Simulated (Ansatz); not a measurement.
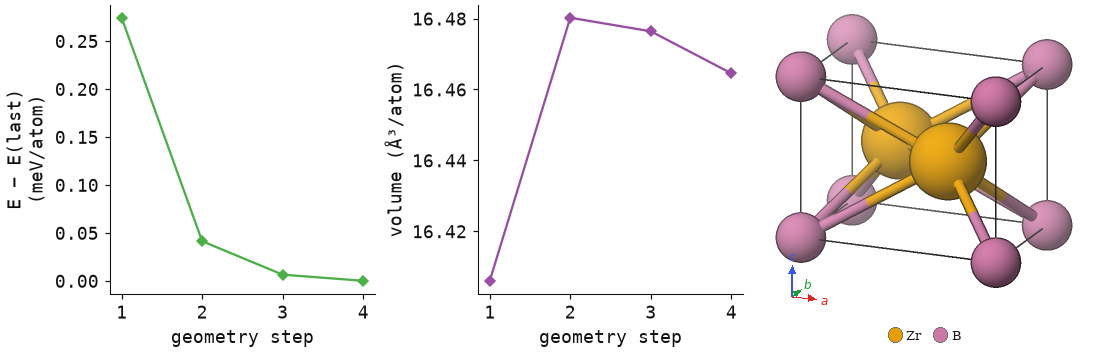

Beside the plot: the structure at the start.

History of a geometry optimisation. Atoms and cell relax. A closing SCF on a freshly chosen basis isn't drawn.

- system: Zr2B (P6/mmm, 3 atoms in the cell)
- method: DFT r2SCAN, scalar-relativistic, plane waves, PAW in Ansatz 0.2.0; cutoff 500 eV, 12×12×16 k-mesh, Gaussian smearing of 0.1 eV

Question: How did the optimisation end?

Answer: The optimisation met its thresholds at geometry 4, counting the start as the first. The energy fell by about 0.27 meV/atom from the first step to the last. All forces vanish by symmetry, so only the cell moves.

Question: Was the starting cell too large or too small?

Answer: The volume grows from 16.41 to 16.46 Å³ per atom (+0.4 %), overshooting to 16.48 at step 2. The start was compressed.
